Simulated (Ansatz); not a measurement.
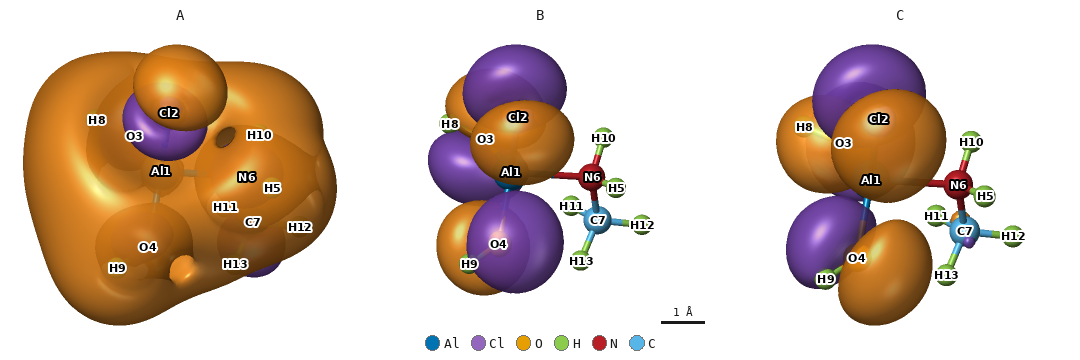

CH₇AlClNO₂. Three frontier orbitals at ±0.05 Å⁻³ᐟ² (orange and purple are the two phases), in no order.

Method: RKS PBE-D4/6-31G in Ansatz 0.2.0.

The calculation's input:

```
crystal:
  periodic: [false, false, false]
  atoms:
    - { symbol: Al, position_ang: [-0.618903, -1.674293, 0.677811] }
    - { symbol: Cl, position_ang: [0.700957, -2.387563, -0.97524] }
    - { symbol: O, position_ang: [-0.16281, -1.981767, 2.312503] }
    - { symbol: O, position_ang: [-2.224026, -1.166386, 0.332948] }
    - { symbol: H, position_ang: [1.432716, 0.142828, -0.901205] }
    - { symbol: "N", position_ang: [1.086671, 0.856452, -0.255872] }
    - { symbol: C, position_ang: [0.212547, 1.87646, -0.849769] }
    - { symbol: H, position_ang: [0.676587, -2.230622, 2.73075] }
    - { symbol: H, position_ang: [-2.792938, -1.077197, -0.447802] }
    - { symbol: H, position_ang: [1.815775, 1.210403, 0.364073] }
    - { symbol: H, position_ang: [-0.189443, 2.523382, -0.053426] }
    - { symbol: H, position_ang: [0.710067, 2.524557, -1.601853] }
    - { symbol: H, position_ang: [-0.647302, 1.383845, -1.332918] }
basis:
  gaussian: { orbitals: "6-31G" }
hamiltonian:
  xc: pbe
  dispersion: d4
relax:
  f_tol: 0.03
  max_steps: 50
output:
  orbitals: {}
```

Launched as:

```sh
ansatz run input.yaml --threads 2 --pin off --max-ram 3072MiB --backend cpu --events-out ev --progress --plain --runs-dir out
```

The fields are those of the relaxed geometry.

> Which picture is the HOMO−1, the HOMO and the LUMO?

C is the HOMO−1 (−6.40 eV). Its weight (Hirshfeld) is mainly on O3 (about 35 %), O4 (about 30 %) and Cl2 (about 25 %); largely a combination of lone pairs on O3, O4 and Cl2. B is the HOMO (−5.98 eV). By Hirshfeld shares it lies mainly on O3 (about 35 %), O4 (about 35 %) and Cl2 (about 20 %); largely a combination of lone pairs on O3, O4 and Cl2. A is the LUMO (−0.56 eV). By Hirshfeld shares it lies mainly on Al1 (about 35 %), Cl2 (about 10 %), O4 (about 10 %), O3 (about 10 %), N6 (about 5 %) and H8 (about 5 %).

> What is the HOMO–LUMO gap?

5.42 eV between the orbital energies.
